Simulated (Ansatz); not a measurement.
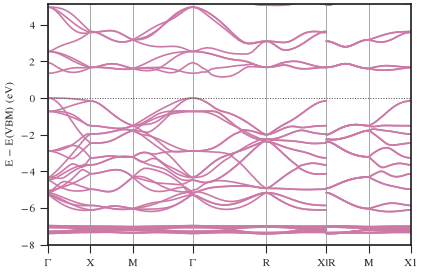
Figure: Band structure from r²SCAN (plane waves, PAW; program Ansatz)

Task: Read off the gap and where the band edges lie.

Result: About 1.1 eV (1.14 eV by a search for the band edges); maximum at Γ, minimum on the Γ–R line, 41 % of the way from Γ.

Task: Pick the material that matches.
A. Sn3As4, P-43m (Sn on 3d, As on 4e)
B. ZnSe2, Pa-3 (Zn on 4a, Se on 8c)
C. GeTePt, P2_13 (Ge on 4a, Te on 4a, Pt on 4a)

Result: B, ZnSe2, Pa-3 (Zn on 4a, Se on 8c)

The first step of the workflow began from a Materials Project structure, measured or hypothetical; the Crystallography Open Database copy checked does not list it. Whether it is the stable phase at ambient conditions was not checked. Symmetry was held in the r²SCAN relaxation; its stability against distortions is not shown here. Scalar-relativistic: spin–orbit coupling is off unless named, which matters more the heavier the elements.

Potentials: the earlier of the program's two PAW sets.
